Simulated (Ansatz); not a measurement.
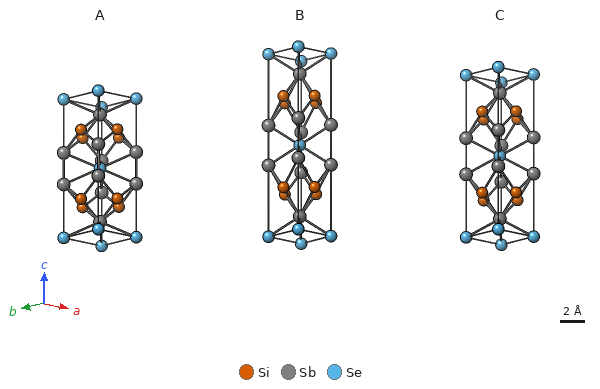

3 geometries from one relaxation of a crystal of Si2Sb2Se (a generated structure, set up in I4/mmm) (coarse preliminary run), in shuffled order. A ball-and-stick model of the conventional cell (2 times the calculation's cell), seen from a free direction. Lengths and directions refer to the drawn axes.

These are results of Ansatz, DFT PBE, scalar-relativistic, plane waves, PAW, not measurements. Set-up: plane-wave cutoff 420 eV; k-point mesh 6 × 6 × 6; occupations gaussian; smearing width 0.1 eV; no spin polarisation; cell and atoms relaxed; force threshold 0.04 eV/Å; at most 70 steps.

**Put them in the order of the run, from the start to the converged end.**

A, C, B. They are steps 0, 4, 16, at +1.246 eV per cell of the calculation, +0.249 eV per cell of the calculation relative to the last. The largest moves relative to the cell, 0.078 Å, are those of Sb atoms. Si and Se stay in place. The drawn cell changes as follows: a = b 4.338 → 3.738 Å (−13.8 %), c 12.035 → 15.857 Å (+31.7 %); the volume changes by −2.2 %. Near-neighbour distances that change, for instance: Sb–Sb 2.748 → 3.465 Å, Si–Si 3.067 → 2.643 Å, Sb–Se 3.361 → 3.160 Å, Sb–Si 2.716 → 2.911 Å. Among the angles between lasting bonds that change: Sb–Si–Sb 106.0° → 79.9°, Si–Sb–Si 106.0° → 79.9°, Sb–Si–Sb 111.2° → 126.0°. The space group stays I4/mmm (No. 139). After 12 accepted moves (16 points after the start) the energy has fallen by 1.246 eV per cell of the calculation. Largest force component: 1.5 eV/Å at the start, 0.016 eV/Å at the end. Pressure: 5.04 GPa at the start and −0.07 GPa at the end. The line search rejected the trial steps at points 7, 9 of the run. At 2 points the geometry stayed and the basis and grid were re-selected for the new cell (energy shift of 90.3 meV per cell of the calculation at most each time). The run took 2.2 min on 1 thread of Arm Neoverse V1, with other jobs on the host, peak memory 0.43 GiB.
